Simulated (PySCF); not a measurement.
**C2H8BF2NSi: density, localisation and related maps**

Input

```
{"job": {"kind": "nmr", "xc": "PBE0", "basis": "pcSseg-1"}, "charge": 0, "multiplicity": 1}
F     -2.738595     1.847942     0.126197
B     -2.487248     0.708125    -0.496392
F     -3.386368     0.318323    -1.381233
C     -1.221735    -0.144123    -0.170987
C     -0.051985     0.626661     0.445033
N      1.060212    -0.188160     0.875306
Si     2.330112    -0.735909    -0.167739
H     -1.565615    -0.918646     0.543585
H     -0.907032    -0.707487    -1.065094
H      0.323640     1.359842    -0.290388
H     -0.420272     1.231066     1.291654
H      0.866800    -0.740765     1.703633
H      2.915196     0.446573    -0.872145
H      3.349812    -1.403360     0.694290
H      1.922479    -1.713093    -1.235776
```

Run with:

```sh
OMP_NUM_THREADS=1 python probes_run.py task.json out
```

Geometry: PBE0-D3(BJ)/def2-SVP.

Computed with PBE0/pcSseg-1, SCF density, gas phase, non-relativistic in PySCF 2.14.0.

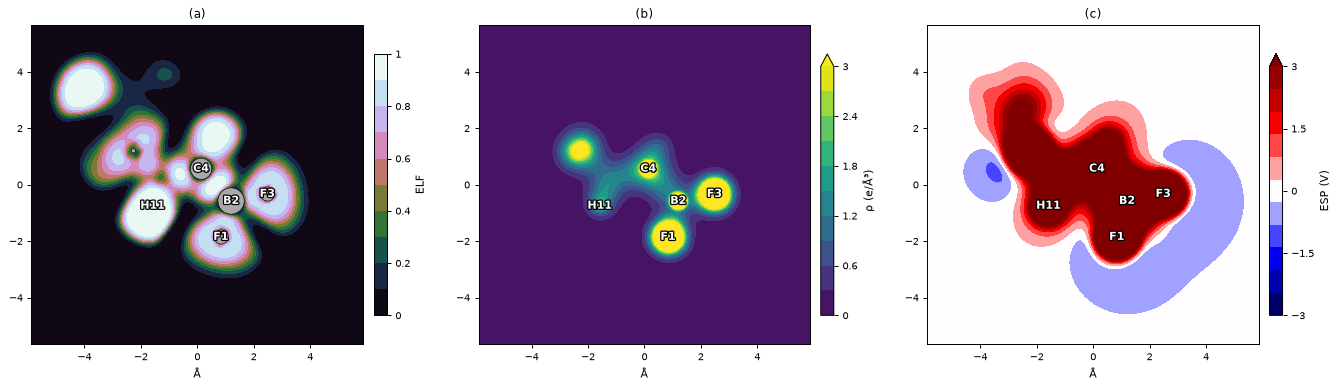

Figure 1. (a) ELF; (b) electron density; (c) molecular electrostatic potential on the plane of atoms F1, B2 and F3. Grey discs cover the atomic cores in the ELF map.

Q: Read the bonding off the picture.

A: Atoms in the plane: F, B, C and H.
B–F (1.32 Å): ρ at the midpoint is about 2.2 e/Å³; the ELF peaks at about 0.85 between the atoms: a shared but strongly polarised pair.
C–B (1.56 Å): the density is about 1.5 e/Å³ at the midpoint; the ELF peaks at about 1 between the atoms, as expected for a covalent bond.
The ELF also peaks beside F1 and F3, away from the bonds: lone-pair regions.
Outside the dense part of the molecule the potential is most negative (−1.0 V) near N6, which lies off the plane.

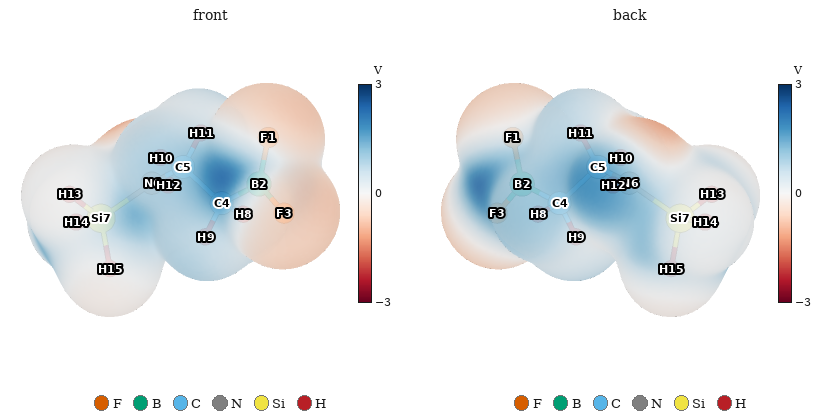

Figure 2. The electrostatic potential painted on the density surface at 0.002 e/bohr³, seen from the front and from behind; red is negative and blue positive.

Q: Describe the electrostatic potential map.

A: The most negative region (about −1.0 V) lies over N6, the most positive (about +2.1 V) over B2.

Q: What dipole moment does the calculation give?

A: Its dipole moment is 1.36 D.
